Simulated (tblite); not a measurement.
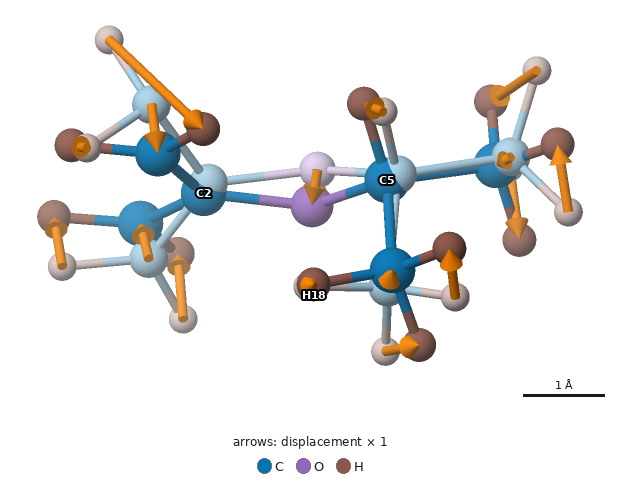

This is a relaxation of C6H11O (multiplicity 2). The starting structure is drawn faded, the final one solid; orange arrows show the displacements, at their true length. The two geometries are superimposed by the best rigid fit.

Style: ball-and-stick. Shown at a tilt.

Computed with GFN2-xTB geometry optimisation, gas phase in tblite 0.8.0. 

Atoms of which element are displaced furthest, and by how much?

Hydrogen: up to 2.29 Å, against 0.71 Å for carbon.

Describe the change and its energy.

After 168 geometry steps the energy has fallen by 161.0 kJ/mol. The largest move after the best rigid fit is that of an H atom, 2.29 Å. By element the largest moves are H 2.29 Å, C 0.71 Å, O 0.45 Å. Some distances before and after: C–C 1.498 → 1.378 Å, C–C 1.320 → 1.385 Å, C–H 1.126 → 1.073 Å, C–H 1.106 → 1.072 Å. Among the angles between lasting bonds that change: C–C–O 125.2° → 113.9°, H–C–H 105.7° → 117.0°, C–C–H 112.9° → 124.1°. Groups turn about C–O by about 60°, C–C by about 40°.
